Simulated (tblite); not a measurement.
C₅H₁₄NPSi: geometry relaxation (part 2 of 4)

C₅H₁₄NPSi; GFN2-xTB geometry optimisation, gas phase (tblite 0.8.0). It belongs to a series of runs on one base structure; here: H on N replaced by cBu.

Geometry of the input (Å):
```
C  0.6100  -1.7162  1.0156
N  0.5374  -0.3232  0.5133
Si 1.8289  -0.2031  -0.7414
P  3.4321  1.1903  -0.1482
C  -0.7178  -0.2576  -0.1788
C  -1.0676  1.0639  -0.8169
C  -2.4991  0.7605  -0.4200
C  -1.8999  -0.0469  0.7356
H  -0.3820  -1.8950  1.5055
H  0.7079  -2.3164  0.0921
H  1.3981  -1.8383  1.7470
H  2.4529  -1.5345  -0.8701
H  1.2430  0.2276  -2.0382
H  3.3684  2.4426  -0.8502
H  3.5780  1.3178  1.2819
H  -0.8974  -1.1453  -0.8061
H  -0.6248  1.8976  -0.1943
H  -0.8859  1.1206  -1.8972
H  -3.1185  1.6210  -0.1292
H  -2.9242  0.0849  -1.1574
H  -1.7121  0.5708  1.6186
H  -2.4379  -1.0019  0.9358
```

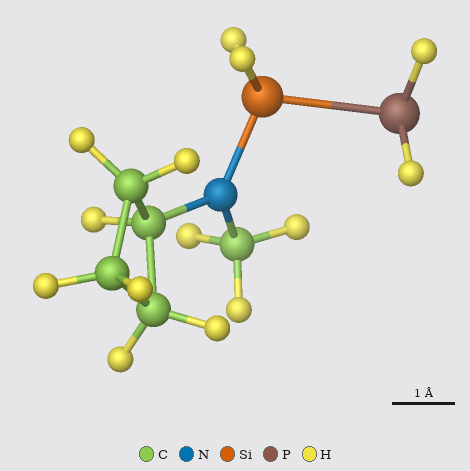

Figure 1. The geometry at step 82 of the log (ball-and-stick view, seen at a tilt).

**Trajectory as extended XYZ, continued**
```
22
Properties=species:S:1:pos:R:3:forces:R:3 step=41 energy=-680.79209
C     0.6997   -1.5647    1.1378    0.0460   0.0290   0.0070
N     0.5755   -0.5774    0.0898    0.0220   0.0410  -0.0160
Si    1.9478   -0.2373   -0.9042   -0.0160   0.0920   0.0470
P     3.4469    1.0356    0.2063   -0.0250  -0.0440   0.0030
C    -0.7640   -0.4210   -0.4212    0.0370   0.0070   0.0160
C    -1.0975    0.9557   -1.0174    0.0070   0.0270   0.0010
C    -2.4315    0.9310   -0.2641   -0.0600  -0.0180   0.0190
C    -1.8818   -0.1968    0.6170    0.0050  -0.0370   0.0000
H     0.0179   -1.3381    1.9591   -0.0150  -0.0350  -0.0210
H     0.4836   -2.5776    0.7762    0.0100   0.0240   0.0050
H     1.7144   -1.5408    1.5287    0.0580  -0.0380  -0.0190
H     2.6778   -1.4535   -1.2797    0.0370  -0.0610  -0.0540
H     1.4670    0.4301   -2.1127    0.0110   0.0040   0.0290
H     3.0517    2.2422   -0.3434   -0.0090  -0.0600   0.0080
H     2.6611    1.2254    1.3256   -0.0090   0.0290   0.0250
H    -1.0198   -1.2383   -1.1113   -0.0380   0.0110   0.0340
H    -0.4280    1.7124   -0.6188    0.0650   0.0420   0.0070
H    -1.1313    1.0435   -2.0998   -0.0420  -0.0580  -0.0210
H    -2.7258    1.8426    0.2502    0.0260   0.0320  -0.0100
H    -3.2517    0.6013   -0.8935   -0.0850  -0.0360  -0.0540
H    -1.4879    0.1892    1.5540   -0.0030   0.0160   0.0060
H    -2.5343   -1.0440    0.8191   -0.0210   0.0350  -0.0110
22
Properties=species:S:1:pos:R:3:forces:R:3 step=48 energy=-680.80099
C     0.7233   -1.5505    1.1395   -0.0150  -0.0180  -0.0040
N     0.5832   -0.5676    0.0895    0.0070   0.0290   0.0110
Si    1.9515   -0.2350   -0.9102   -0.0120   0.0100   0.0070
P     3.4268    1.0049    0.2541    0.0130   0.0010   0.0200
C    -0.7599   -0.4179   -0.4129    0.0080   0.0010  -0.0330
C    -1.0987    0.9484   -1.0315   -0.0830   0.0100   0.0070
C    -2.4284    0.9371   -0.2643   -0.0410   0.0050   0.0570
C    -1.8838   -0.1946    0.6189    0.0140   0.0020  -0.0140
H     0.0533   -1.3211    1.9700    0.0340   0.0020   0.0080
H     0.4878   -2.5600    0.7850    0.0070  -0.0390  -0.0270
H     1.7487   -1.5452    1.5061   -0.0090   0.0220  -0.0080
H     2.6873   -1.4410   -1.3211   -0.0130  -0.0240  -0.0240
H     1.4683    0.4481   -2.1071    0.0070   0.0260   0.0090
H     3.0507    2.2035   -0.3199    0.0330   0.0020  -0.0100
H     2.5975    1.2134    1.3380   -0.0050   0.0070   0.0390
H    -1.0255   -1.2387   -1.0924    0.0170  -0.0590  -0.0180
H    -0.4200    1.7185   -0.6656   -0.0470  -0.0480  -0.0580
H    -1.1661    0.9972   -2.1162    0.0510  -0.0050   0.0290
H    -2.6965    1.8551    0.2531    0.0080   0.0290   0.0000
H    -3.2709    0.6249   -0.8787    0.0410  -0.0240  -0.0170
H    -1.4995    0.1855    1.5626   -0.0310  -0.0080  -0.0020
H    -2.5395   -1.0455    0.8007    0.0160   0.0780   0.0290
22
Properties=species:S:1:pos:R:3:forces:R:3 step=55 energy=-680.80786
C     0.7372   -1.5466    1.1273   -0.0090  -0.0190   0.0460
N     0.5840   -0.5437    0.0987    0.0060  -0.0320   0.0240
Si    1.9526   -0.2247   -0.9061   -0.0390  -0.0480  -0.0320
P     3.4216    0.9791    0.2971    0.0440   0.0040   0.0140
C    -0.7616   -0.4180   -0.4036    0.0020   0.0200  -0.0140
C    -1.1118    0.9342   -1.0455   -0.0230   0.0280  -0.0110
C    -2.4336    0.9417   -0.2641    0.0180  -0.0180  -0.0150
C    -1.8873   -0.1835    0.6273   -0.0110   0.0120  -0.0100
H     0.0823   -1.3296    1.9721   -0.0210  -0.0090   0.0150
H     0.5011   -2.5520    0.7600   -0.0090  -0.0070  -0.0270
H     1.7658   -1.5456    1.4826    0.0320   0.0180  -0.0040
H     2.6680   -1.4348   -1.3561   -0.0340   0.0420   0.0220
H     1.4691    0.4750   -2.0924    0.0120   0.0520  -0.0030
H     3.0816    2.1724   -0.3082    0.0520   0.0280   0.0120
H     2.5714    1.2196    1.3600   -0.0080   0.0000   0.0000
H    -1.0104   -1.2582   -1.0673   -0.0350  -0.0180   0.0060
H    -0.4328    1.7160   -0.7112    0.0050  -0.0320   0.0160
H    -1.1771    0.9600   -2.1308   -0.0300  -0.0250   0.0080
H    -2.6896    1.8715    0.2428   -0.0050  -0.0590  -0.0550
H    -3.2744    0.6179   -0.8756   -0.0010   0.0320   0.0460
H    -1.5147    0.1941    1.5766    0.0380   0.0230  -0.0310
H    -2.5516   -1.0254    0.8140    0.0170   0.0070  -0.0050
22
Properties=species:S:1:pos:R:3:forces:R:3 step=62 energy=-680.82330
C     0.7577   -1.5604    1.1110    0.0030   0.0320  -0.0510
N     0.5724   -0.5042    0.1381    0.0050  -0.0020  -0.0620
Si    1.9250   -0.1745   -0.8898    0.0550  -0.0180  -0.0060
P     3.4426    0.9146    0.3683   -0.0390  -0.0010   0.0270
C    -0.7709   -0.4219   -0.3763   -0.0370  -0.0130   0.0000
C    -1.1421    0.8912   -1.0829    0.0150  -0.0020  -0.0090
C    -2.4530    0.9327   -0.2875    0.0060   0.0210  -0.0400
C    -1.8912   -0.1460    0.6460   -0.0580   0.0120   0.0490
H     0.1088   -1.4150    1.9785    0.0280   0.0400  -0.0720
H     0.5373   -2.5437    0.6771    0.0200  -0.0080   0.0440
H     1.7974   -1.5459    1.4365   -0.0450  -0.0490   0.0780
H     2.5771   -1.3983   -1.4015   -0.0090   0.0880   0.0150
H     1.4835    0.6057   -2.0436   -0.0260   0.0090   0.0380
H     3.2566    2.1306   -0.2622    0.0450  -0.0290   0.0050
H     2.5558    1.2494    1.3777    0.0380  -0.0080  -0.0260
H    -1.0061   -1.3074   -0.9824   -0.0390  -0.0060  -0.0680
H    -0.4640    1.6879   -0.7849   -0.0040   0.0030  -0.0380
H    -1.2225    0.8629   -2.1665    0.0100  -0.0100  -0.0050
H    -2.7074    1.8868    0.1682    0.0100  -0.0040   0.0230
H    -3.3058    0.5811   -0.8643    0.0010  -0.0110  -0.0120
H    -1.5031    0.2672    1.5718    0.0180   0.0400   0.0470
H    -2.5587   -0.9736    0.8664    0.0040  -0.0850   0.0620
22
Properties=species:S:1:pos:R:3:forces:R:3 step=69 energy=-680.84362
C     0.7900   -1.5689    1.0795   -0.0370   0.0000  -0.0330
N     0.5550   -0.5072    0.1199    0.0370   0.0590   0.0400
Si    1.9064   -0.1050   -0.8751    0.0840   0.0350   0.0250
P     3.4496    0.8168    0.4903   -0.0380  -0.0720  -0.0540
C    -0.8031   -0.4387   -0.3634    0.0630  -0.0740   0.0440
C    -1.1935    0.8297   -1.1377    0.0900  -0.1020   0.0440
C    -2.4809    0.9225   -0.3087    0.0380  -0.0170  -0.0310
C    -1.8999   -0.1049    0.6731    0.0730  -0.0140   0.0100
H     0.1533   -1.4479    1.9567   -0.0840   0.0250  -0.0260
H     0.5909   -2.5503    0.6331   -0.0210  -0.0290   0.0550
H     1.8310   -1.5520    1.4123   -0.1030   0.0790  -0.0800
H     2.5048   -1.3026   -1.4888    0.0870   0.0400  -0.0400
H     1.5061    0.8023   -1.9451   -0.0540   0.0060  -0.0040
H     3.4964    2.0248   -0.1798    0.0220  -0.0470   0.0100
H     2.5277    1.2958    1.4011    0.0030   0.0260   0.0180
H    -1.0542   -1.3513   -0.9252   -0.0300   0.0080   0.0200
H    -0.5044    1.6405   -0.9181   -0.0360   0.0430  -0.0070
H    -1.2959    0.7173   -2.2135   -0.0320   0.0360  -0.0190
H    -2.7055    1.9036    0.0999   -0.0300   0.0260   0.0470
H    -3.3523    0.5565   -0.8453   -0.0270  -0.0480   0.0070
H    -1.4851    0.3657    1.5621    0.0150   0.0020  -0.0130
H    -2.5468   -0.9274    0.9703   -0.0200   0.0170  -0.0120
22
Properties=species:S:1:pos:R:3:forces:R:3 step=75 energy=-680.86531
C     0.7781   -1.5669    1.0600    0.0120   0.0080   0.0280
N     0.5508   -0.5249    0.0841   -0.0410  -0.0650  -0.0310
Si    1.9052   -0.0615   -0.8752   -0.0540   0.0500  -0.0040
P     3.4400    0.7423    0.5575    0.0360   0.0240   0.0460
C    -0.8125   -0.4594   -0.3670   -0.0330   0.0430  -0.0260
C    -1.2128    0.7877   -1.1653   -0.0670   0.0370  -0.0190
C    -2.4840    0.9035   -0.3160   -0.0620  -0.0050   0.0610
C    -1.8825   -0.0902    0.6885    0.0300  -0.0110  -0.0150
H     0.1182   -1.4209    1.9175    0.0210  -0.0530   0.0090
H     0.6052   -2.5708    0.6487   -0.0590   0.0860  -0.0140
H     1.8145   -1.5169    1.3913   -0.0110   0.0090   0.0950
H     2.5288   -1.2031   -1.5575    0.0870  -0.0250  -0.0850
H     1.4910    0.9136   -1.8810   -0.0110  -0.0240   0.0130
H     3.6447    1.9233   -0.1301    0.0210  -0.0530   0.0110
H     2.5371    1.3388    1.4211    0.0070  -0.0150  -0.0420
H    -1.1069   -1.3782   -0.9008    0.1040   0.0150   0.0600
H    -0.5349    1.6177   -0.9857    0.0030  -0.0280   0.0060
H    -1.3452    0.6485   -2.2350    0.0080   0.0260  -0.0180
H    -2.7000    1.8914    0.0838   -0.0410   0.0220  -0.0400
H    -3.3668    0.5241   -0.8261   -0.0060  -0.0340   0.0400
H    -1.4566    0.4214    1.5495    0.0630  -0.0340  -0.0310
H    -2.5219   -0.9003    1.0353   -0.0050   0.0270  -0.0440
22
Properties=species:S:1:pos:R:3:forces:R:3 step=82 energy=-680.89249
C     0.7712   -1.5726    1.0250   -0.0150   0.0160   0.0370
N     0.5459   -0.5347    0.0462   -0.0160   0.1020   0.0730
Si    1.9019    0.0211   -0.8556    0.0050   0.0110  -0.0100
P     3.4476    0.6155    0.6750   -0.0150   0.0050  -0.0490
C    -0.8331   -0.4656   -0.3557    0.0060   0.0190  -0.0550
C    -1.2799    0.7240   -1.2132   -0.0060   0.0420  -0.0710
C    -2.5268    0.8707   -0.3306    0.0190   0.0010  -0.0400
C    -1.8608   -0.0326    0.7181    0.0030  -0.0050  -0.0640
H     0.0730   -1.4678    1.8551   -0.0500   0.0380   0.0600
H     0.6338   -2.5691    0.5931    0.0320  -0.0560  -0.0270
H     1.7842   -1.4888    1.4118    0.0590  -0.0460   0.0230
H     2.5535   -1.0046   -1.6961   -0.0170   0.0230   0.0140
H     1.4745    1.1093   -1.7328    0.0210  -0.0030   0.0280
H     3.9368    1.6909   -0.0423   -0.0070  -0.0710  -0.0130
H     2.6079    1.4294    1.4126   -0.0210  -0.0040   0.0040
H    -1.1427   -1.4216   -0.8025    0.0200  -0.0030  -0.0630
H    -0.6130    1.5742   -1.0981   -0.0230  -0.0360   0.0050
H    -1.4325    0.5245   -2.2729   -0.0090   0.0250   0.0470
H    -2.7690    1.8843   -0.0146   -0.0080  -0.0630   0.0040
H    -3.4073    0.4163   -0.7807   -0.0090  -0.0030   0.0490
H    -1.3958    0.5388    1.5175    0.0150  -0.0030   0.0090
H    -2.4800   -0.8222    1.1382    0.0150   0.0120   0.0390
22
Properties=species:S:1:pos:R:3:forces:R:3 step=89 energy=-680.90232
C     0.7613   -1.5708    1.0229    0.0150  -0.0110   0.0110
N     0.5412   -0.5101    0.0616    0.0310  -0.0220   0.0210
Si    1.8933    0.0565   -0.8394    0.0600  -0.0250   0.0000
P     3.4458    0.5654    0.7073   -0.0180  -0.0260   0.0220
C    -0.8348   -0.4606   -0.3579    0.0030  -0.0020   0.0160
C    -1.3059    0.7060   -1.2341   -0.0090   0.0380  -0.0140
C    -2.5480    0.8466   -0.3431   -0.0070   0.0120   0.0090
C    -1.8495   -0.0127    0.7206   -0.0360   0.0030  -0.0250
H     0.0437   -1.4947    1.8428    0.0090   0.0210  -0.0310
H     0.6578   -2.5603    0.5628   -0.0590  -0.0080  -0.0150
H     1.7668   -1.4981    1.4336    0.0340   0.0650   0.0140
H     2.5502   -0.9214   -1.7356   -0.0680   0.0200   0.0360
H     1.4790    1.1891   -1.6627   -0.0080   0.0210   0.0150
H     4.0395    1.5639   -0.0371   -0.0140  -0.0080  -0.0100
H     2.6564    1.4654    1.4032    0.0280  -0.0080  -0.0360
H    -1.1327   -1.4246   -0.7949    0.0080  -0.0220   0.0000
H    -0.6483    1.5633   -1.1347   -0.0230   0.0360   0.0120
H    -1.4639    0.4955   -2.2898   -0.0020  -0.0260   0.0270
H    -2.8140    1.8604   -0.0513    0.0070  -0.0170   0.0180
H    -3.4282    0.3592   -0.7591    0.0420  -0.0100  -0.0120
H    -1.3716    0.5904    1.4907    0.0100  -0.0050  -0.0430
H    -2.4484   -0.7889    1.1917   -0.0020  -0.0240  -0.0140
22
Properties=species:S:1:pos:R:3:forces:R:3 step=96 energy=-680.90722
C     0.7587   -1.5702    1.0199   -0.0210   0.0160   0.0140
N     0.5410   -0.4993    0.0694    0.0110  -0.0170   0.0030
Si    1.8907    0.0828   -0.8212    0.0400  -0.0350  -0.0140
P     3.4539    0.5295    0.7304   -0.0050  -0.0090  -0.0330
C    -0.8324   -0.4556   -0.3575   -0.0120  -0.0040   0.0130
C    -1.3178    0.7019   -1.2400   -0.0180   0.0170  -0.0080
C    -2.5622    0.8283   -0.3499   -0.0100  -0.0070   0.0050
C    -1.8467   -0.0076    0.7190   -0.0110   0.0220   0.0000
H     0.0263   -1.5057    1.8266    0.0120   0.0180   0.0140
H     0.6591   -2.5554    0.5469    0.0130   0.0280   0.0080
H     1.7574   -1.4864    1.4479   -0.0120  -0.0020  -0.0200
H     2.5205   -0.8784   -1.7493   -0.0260   0.0010  -0.0030
H     1.4829    1.2457   -1.6053   -0.0080   0.0210   0.0200
H     4.0947    1.4741   -0.0441    0.0230  -0.0040   0.0050
H     2.7056    1.4903    1.3848    0.0110   0.0140   0.0130
H    -1.1216   -1.4233   -0.7922   -0.0060  -0.0150   0.0020
H    -0.6802    1.5751   -1.1504    0.0130   0.0000   0.0030
H    -1.4772    0.4737   -2.2911    0.0130   0.0060  -0.0030
H    -2.8469    1.8387   -0.0625   -0.0090  -0.0360  -0.0110
H    -3.4283    0.3159   -0.7634    0.0000   0.0090  -0.0120
H    -1.3592    0.6234    1.4590   -0.0040  -0.0160   0.0390
H    -2.4285   -0.7782    1.2207    0.0040  -0.0080  -0.0370
22
Properties=species:S:1:pos:R:3:forces:R:3 step=103 energy=-680.91126
C     0.7518   -1.5587    1.0229   -0.0120   0.0410  -0.0140
N     0.5416   -0.4851    0.0739   -0.0130   0.0140  -0.0140
Si    1.8909    0.1049   -0.8119   -0.0420  -0.0010   0.0300
P     3.4662    0.4876    0.7421    0.0260  -0.0340   0.0070
C    -0.8320   -0.4454   -0.3554    0.0130  -0.0120  -0.0060
C    -1.3332    0.6985   -1.2483    0.0320   0.0070   0.0000
C    -2.5816    0.8043   -0.3605    0.0190  -0.0010   0.0040
C    -1.8480    0.0004    0.7195    0.0130  -0.0560  -0.0150
H     0.0105   -1.4976    1.8210    0.0190   0.0080   0.0260
H     0.6606   -2.5400    0.5427    0.0050  -0.0100   0.0170
H     1.7457   -1.4709    1.4584    0.0110  -0.0170   0.0100
H     2.4833   -0.8328   -1.7861   -0.0040   0.0240  -0.0100
H     1.4816    1.3175   -1.5155    0.0070   0.0110  -0.0300
H     4.1804    1.3631   -0.0467    0.0280   0.0120  -0.0250
H     2.7833    1.5178    1.3619    0.0030  -0.0030   0.0050
H    -1.1166   -1.4194   -0.7794   -0.0070  -0.0080  -0.0150
H    -0.7100    1.5829   -1.1645    0.0030  -0.0010   0.0250
H    -1.4810    0.4620   -2.3003   -0.0080  -0.0010   0.0310
H    -2.9000    1.8055   -0.0827    0.0060   0.0360  -0.0170
H    -3.4299    0.2634   -0.7724   -0.0240  -0.0190  -0.0070
H    -1.3625    0.6419    1.4532   -0.0600  -0.0040  -0.0010
H    -2.4114   -0.7804    1.2259   -0.0160   0.0150   0.0000
22
Properties=species:S:1:pos:R:3:forces:R:3 step=110 energy=-680.92277
C     0.7520   -1.5098    1.0665    0.0550  -0.0010   0.0050
N     0.5354   -0.4521    0.1045   -0.0140   0.0510  -0.0240
Si    1.8776    0.1251   -0.8033   -0.0780   0.0560  -0.0130
P     3.5166    0.4287    0.7028    0.0080   0.0940  -0.0060
C    -0.8283   -0.4403   -0.3549    0.0040   0.0120   0.0350
C    -1.3205    0.7192   -1.2321   -0.0220  -0.0250   0.0350
C    -2.5971    0.7805   -0.3817   -0.0220  -0.0230  -0.0170
C    -1.8910   -0.0474    0.6967   -0.0040  -0.0150   0.0420
H     0.0521   -1.4195    1.8980   -0.0230   0.0360   0.0110
H     0.6216   -2.4977    0.6121   -0.0290  -0.0460  -0.0110
H     1.7669   -1.4398    1.4520    0.0320  -0.0170   0.0680
H     2.3794   -0.8062   -1.8320    0.0450   0.0320  -0.0110
H     1.4968    1.3813   -1.4537    0.0110  -0.0490  -0.0040
H     4.2583    1.2719   -0.1033   -0.0250  -0.0600  -0.0090
H     2.8973    1.5018    1.3265    0.0360  -0.0830  -0.0040
H    -1.0810   -1.4098   -0.8129    0.0230   0.0320   0.0150
H    -0.7081    1.6076   -1.1036   -0.0620  -0.0410  -0.0060
H    -1.4446    0.5064   -2.2905    0.0490   0.0130  -0.0290
H    -2.9390    1.7740   -0.1015   -0.0170  -0.0300   0.0380
H    -3.4208    0.2224   -0.8186   -0.0520   0.0650  -0.1160
H    -1.4728    0.5812    1.4787    0.0810  -0.0200   0.0160
H    -2.4612   -0.8578    1.1477    0.0000   0.0200  -0.0140
22
Properties=species:S:1:pos:R:3:forces:R:3 step=117 energy=-680.94934
C     0.7164   -1.4000    1.1756   -0.0100   0.0020  -0.0010
N     0.5306   -0.3727    0.1713    0.0060  -0.0090   0.0270
Si    1.8496    0.1985   -0.7708    0.0210   0.0030   0.0130
P     3.6165    0.2823    0.6095    0.0110  -0.0860  -0.0060
C    -0.8077   -0.4062   -0.3570    0.0050   0.0130  -0.0080
C    -1.3194    0.7809   -1.1825   -0.0020  -0.0130  -0.0160
C    -2.6542    0.6825   -0.4310    0.0010   0.0010  -0.0060
C    -1.9521   -0.1542    0.6454   -0.0100   0.0020  -0.0250
H     0.0347   -1.2337    2.0124    0.0010   0.0150  -0.0100
H     0.5126   -2.3967    0.7643    0.0490   0.0160   0.0250
H     1.7376   -1.3704    1.5526    0.0030  -0.0100  -0.0310
H     2.2509   -0.6428   -1.9182   -0.0010   0.0170   0.0180
H     1.4907    1.5222   -1.2822    0.0030   0.0140  -0.0240
H     4.4307    0.9125   -0.3115   -0.0620   0.0340   0.0400
H     3.2508    1.4686    1.2175    0.0380   0.0070  -0.0410
H    -0.9774   -1.3461   -0.9032    0.0150  -0.0360   0.0270
H    -0.7858    1.6963   -0.9461   -0.0330  -0.0070   0.0300
H    -1.3438    0.6442   -2.2597    0.0150   0.0100  -0.0440
H    -3.0986    1.6204   -0.1087   -0.0210   0.0040   0.0110
H    -3.3937    0.0996   -0.9755   -0.0190   0.0360  -0.0310
H    -1.6194    0.4623    1.4764    0.0180  -0.0090   0.0300
H    -2.4795   -1.0282    1.0190   -0.0280  -0.0030   0.0240
```
